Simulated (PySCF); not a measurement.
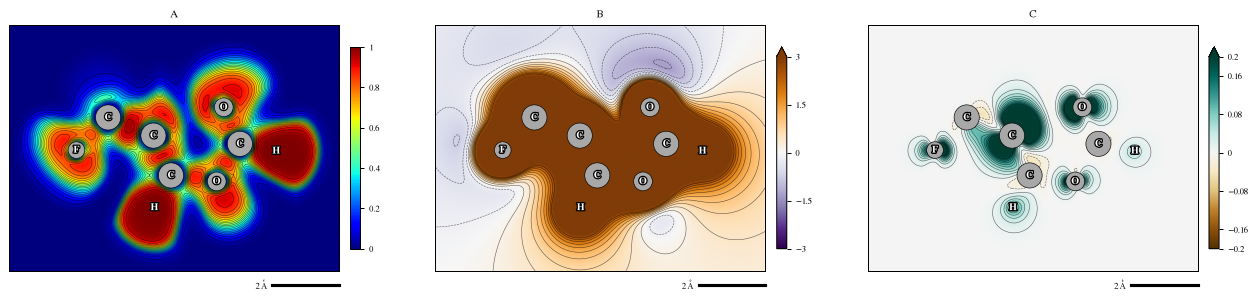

C₄H₂F₃O₂ (doublet): 3 fields on the plane of atoms O3, C4 and C5, with unlabelled colour scales. Grey discs cover the atomic cores.

Geometry: GFN2-xTB.

Computed with UKS B3LYP, pcH-1 on C F H O, non-relativistic, mean-field spin-orbit, GIAO in PySCF.

**Match the panels to the quantities (electron localisation function, electrostatic potential and spin density).**

Panel A: electron localisation function. Panel B: electrostatic potential (strongly positive close to the atoms, with negative regions outside electron-rich atoms). Panel C: spin density (confined to the atoms that carry the unpaired spin). From the grid: C–O (1.20 Å): the ELF peaks at about 0.85 between the atoms; a multiple bond. C–C (1.30 Å): the ELF peaks at about 0.90 between the atoms; a multiple bond.
